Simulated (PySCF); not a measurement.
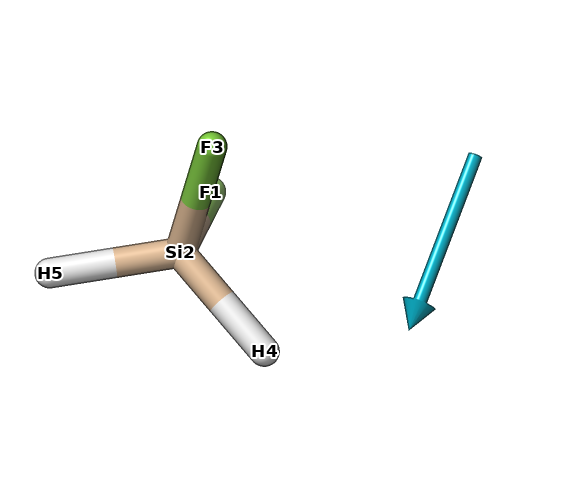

The arrow beside the molecule shows the direction of the dipole moment, from the negative to the positive end (its length means nothing). The geometry was computed by an optimisation with GFN2-xTB. No frequency run is at hand to confirm it as a minimum. Level of theory: PBE0/pcSseg-1, gas phase (PySCF 2.14.0).

How large is the dipole moment?

Answer. 2.11 D; it points from the side of F1, F3 to the side of H4, H5 (the outermost atoms at the two ends).

The geometry is semi-empirical. Around Si such bond lengths and angles can be off by a tenth of an ångström or more and by several degrees, and values that hang on the shape move with them.
